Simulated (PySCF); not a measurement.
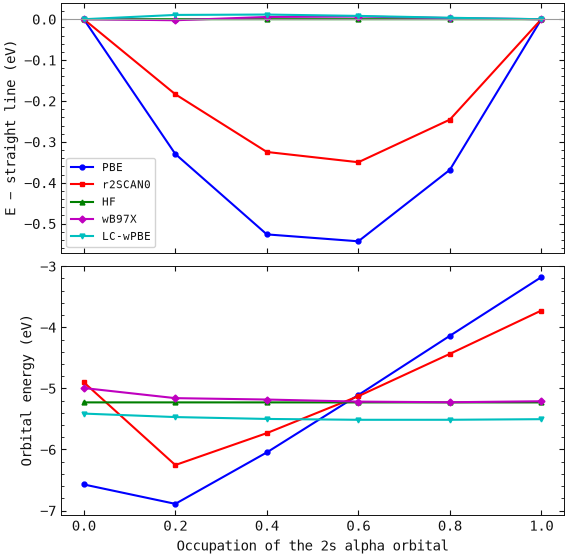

One 2s alpha orbital of neutral lithium ([He] 2s) is emptied in steps. The plot gives the energy less the straight line between the integer ends; the lower panel gives the orbital energy. PySCF, def2-SVP, non-relativistic, unrestricted single determinants, no spin-orbit coupling.

**What do the curves say about each method?**

PBE: convex (delocalisation error), largest departure −0.54 eV, removal energy 5.498 eV, orbital energy from −3.18 eV when full to −6.57 eV when empty; r2SCAN0: S-shaped, concave at low filling and convex at high, largest departure −0.35 eV, removal energy 5.307 eV, orbital energy from −3.72 eV when full to −4.90 eV when empty; HF: nearly straight, largest departure 0.000070 eV, removal energy 5.229 eV, orbital energy from −5.23 eV when full to −5.23 eV when empty; wB97X: nearly straight, largest departure 0.0065 eV, removal energy 5.206 eV, orbital energy from −5.21 eV when full to −4.99 eV when empty; LC-wPBE: nearly straight, largest departure 0.011 eV, removal energy 5.492 eV, orbital energy from −5.50 eV when full to −5.41 eV when empty. The measured removal energy is 5.392 eV. The exact energy is a straight line between whole electron numbers.
